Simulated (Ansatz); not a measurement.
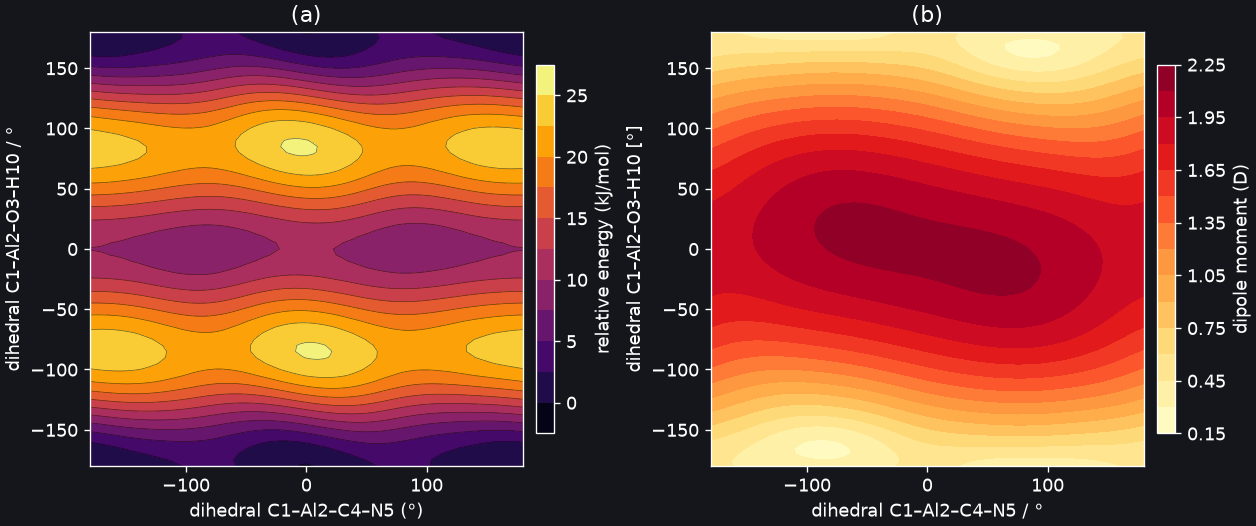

C2H5AlClNO, SMILES [CH3][Al]([OH])[C](=N)Cl. 
- The first coordinate is: dihedral C1–Al2–C4–N5; the second: dihedral C1–Al2–O3–H10.
- Nothing is relaxed (all other coordinates rigid).
- Grid: 18 × 18 points.
- Energies: kJ/mol, counted from the relaxed molecule at the same level.
- The calculation used RKS PBE-D4/def2-SVP (Ansatz).

Panel (a) is the energy; panel (b) is the computed dipole moment, in D.

Drawn: filled contours. Between grid points the surface is interpolated.

How does the dipole moment vary over the map, and what is it at the lowest grid point?

Leaving out the highest fifth of the energies, it runs from 0.29 D at dihedral C1–Al2–C4–N5 = 80°, dihedral C1–Al2–O3–H10 = 160° to 2.14 D at dihedral C1–Al2–C4–N5 = 60°, dihedral C1–Al2–O3–H10 = −20°. At the lowest grid point, dihedral C1–Al2–C4–N5 = 0°, dihedral C1–Al2–O3–H10 = −180°, it is 0.49 D.
